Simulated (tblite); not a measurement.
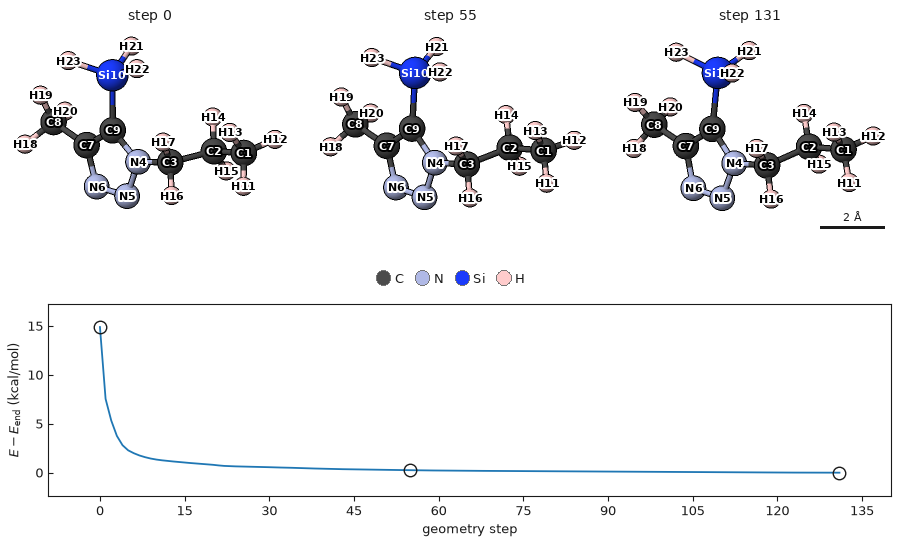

Frames of a relaxation of C6H13N3Si, marked on the history of the run. A ball-and-stick model, seen at a tilt.

Method: tblite, GFN2-xTB geometry optimisation, gas phase. 

Q: What happens along the run?

A: H21 moves most after the best rigid fit: 0.62 Å. By element the largest moves are H 0.62 Å, N 0.23 Å, C 0.21 Å, Si 0.19 Å. Among the contacts that change: C1–H13 1.140 → 1.088 Å, N5–N6 1.328 → 1.283 Å, C2–C3 1.500 → 1.530 Å, Si10–H21 1.495 → 1.466 Å. Bond angles that change, for instance: H11–C1–H12 116.4° → 108.4°, C3–C2–H15 116.4° → 108.9°, H18–C8–H19 103.1° → 109.7°. Groups turn about C7–C8 by about 20°. After 131 geometry steps the energy has fallen by 14.9 kcal/mol. From step 0 to 55: H18 moves most (0.29 Å), energy −14.6 kcal/mol. From step 55 to 131: H atoms move most (0.45 Å), energy −0.25 kcal/mol.
